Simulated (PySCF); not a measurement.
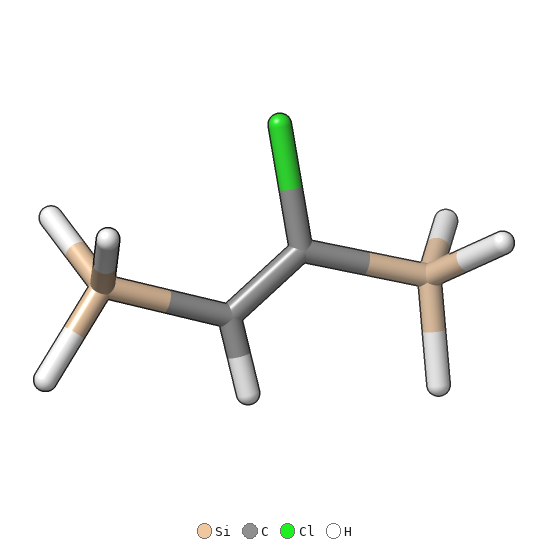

Computed geometry: PBE0-D3(BJ)/def2-SVP optimisation. No frequency run is at hand to confirm it as a minimum.

Give the structural formula.

SMILES: [SiH3]/C=C(/[SiH3])Cl

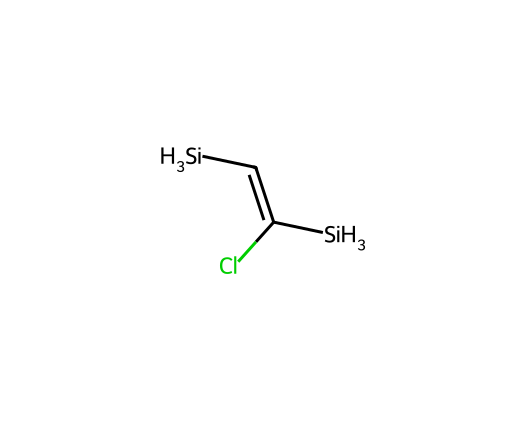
